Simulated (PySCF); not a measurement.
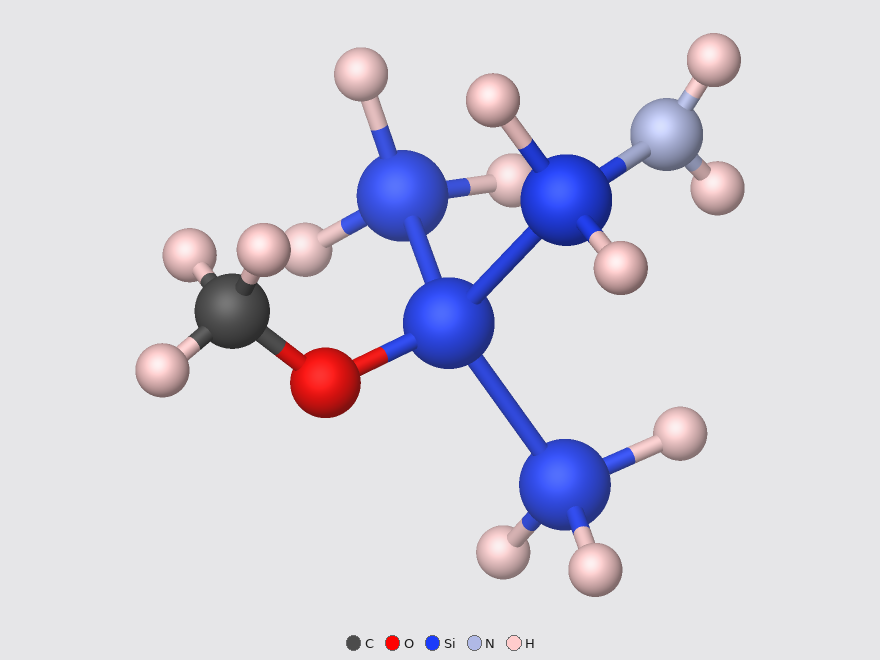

Computed geometry: PBE0-D3(BJ)/def2-SVP optimisation. No frequency run is at hand to confirm it as a minimum.

Draw it as a skeletal formula.

SMILES: CO[Si]([SiH3])([SiH3])[SiH2]N

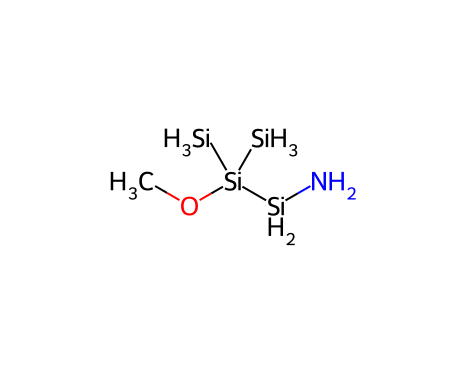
